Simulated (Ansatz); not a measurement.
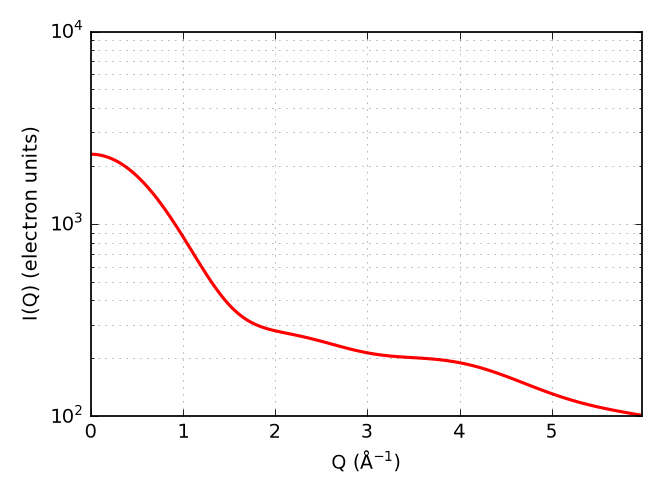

Elastic X-ray scattering of a randomly oriented, rigid molecule, calculated with the Debye equation from neutral-atom form factors (independent atoms, no Compton part, no vibration). The geometry is the end point of an optimisation (Ansatz 0.2.0, RKS PBE0-D4/6-31G); it may be a saddle point or a higher isomer. It contains Al, F, S, H, O.

### How many electrons does the independent-atom model of the molecule hold?

I(0) is the square of the electron number: I(0) = 2300, so about 48 electrons, the count of AlFH2OS.

### What radius of gyration does the initial fall-off give?

From I(Q) ≈ I(0) exp(−Q²R²/3) at small Q, R ≈ 1.78 Å. It is larger than the electron-weighted radius of the nuclear positions alone (1.63 Å), because each atom's electron cloud adds to it.
